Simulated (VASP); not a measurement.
Energy against volume of BaTiO₃ (cubic perovskite). Calculation: PBE GGA with D3 dispersion (Becke-Johnson damping), VASP's PBE PAW potentials (set 64) (plane waves; VASP 6.6.1).

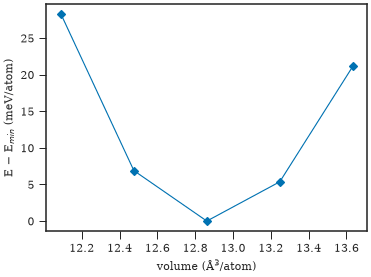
*Energy against volume*

Problem. Estimate the equilibrium volume and the bulk modulus.

Solution. The minimum lies near 12.9 Å³/atom, and the curvature gives B0 of about 170 GPa.

Measured: bulk modulus 162 GPa (computed value off by +4.1 %), as given by Yu-ichiro Matsushita et al., Physical Review B (2011), arXiv:1104.2769; a 4.001 Å (computed value off by +0.2 %), as given by Yubo Zhang et al., Physical Review B (2017), arXiv:1702.04817. The calculation is for a static lattice, while the measured bulk modulus, a hold thermal and zero-point effects, which are part of the difference.

The compound is BaTiO3 in the cubic perovskite structure, the ideal cubic form; the compound distorts at low or room temperature. It was relaxed first.
